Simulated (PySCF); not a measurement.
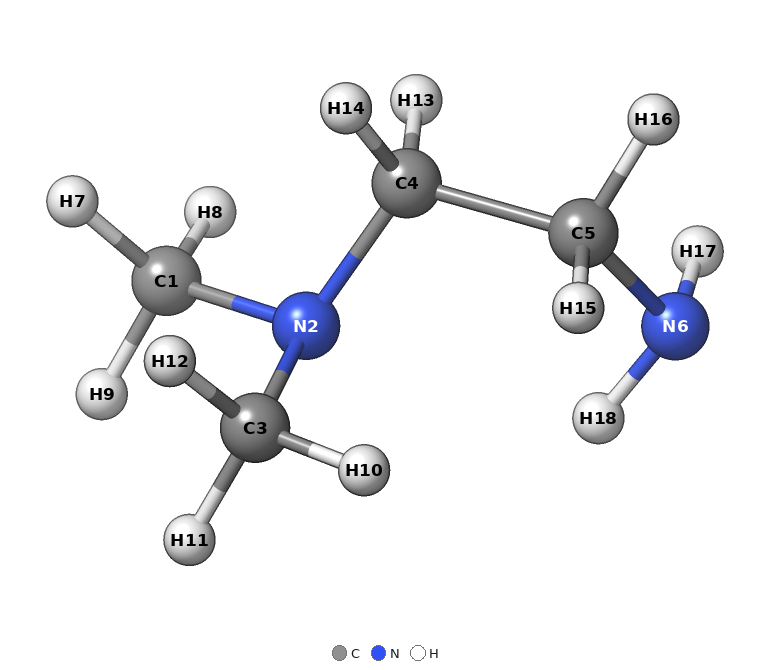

Computed geometry: PBE0-D3(BJ)/def2-SVP optimisation. No frequency run is at hand to confirm it as a minimum. Properties computed with B3LYP/pcJ-1 indirect spin-spin coupling, non-relativistic, gas phase (PySCF 2.14.0). Isotopes: 13C, 1H, 15N.

Give the spin–spin coupling constants of these pairs, with the number of bonds between them: C1/N2, N2/C4, C5/N6, N6/H17, N2/H9, N2/H8, N2/H10, N2/H13, N2/H11, N2/H15, N2/H16, N6/H14.

```json
{"pair": "C1, N2", "bonds apart": "1", "J (Hz)": "−6.4"}
{"pair": "N2, C4", "bonds apart": "1", "J (Hz)": "−6.1"}
{"pair": "C5, N6", "bonds apart": "1", "J (Hz)": "−3.2"}
{"pair": "N6, H17", "bonds apart": "1", "J (Hz)": "−62.1"}
{"pair": "N2, H9", "bonds apart": "2", "J (Hz)": "−2.5"}
{"pair": "N2, H8", "bonds apart": "2", "J (Hz)": "−2.0"}
{"pair": "N2, H10", "bonds apart": "2", "J (Hz)": "−2.1"}
{"pair": "N2, H13", "bonds apart": "2", "J (Hz)": "−1.2"}
{"pair": "N2, H11", "bonds apart": "2", "J (Hz)": "−2.1"}
{"pair": "N2, H15", "bonds apart": "3", "J (Hz)": "−1.3"}
{"pair": "N2, H16", "bonds apart": "3", "J (Hz)": "−5.2"}
{"pair": "N6, H14", "bonds apart": "3", "J (Hz)": "−0.7"}
```
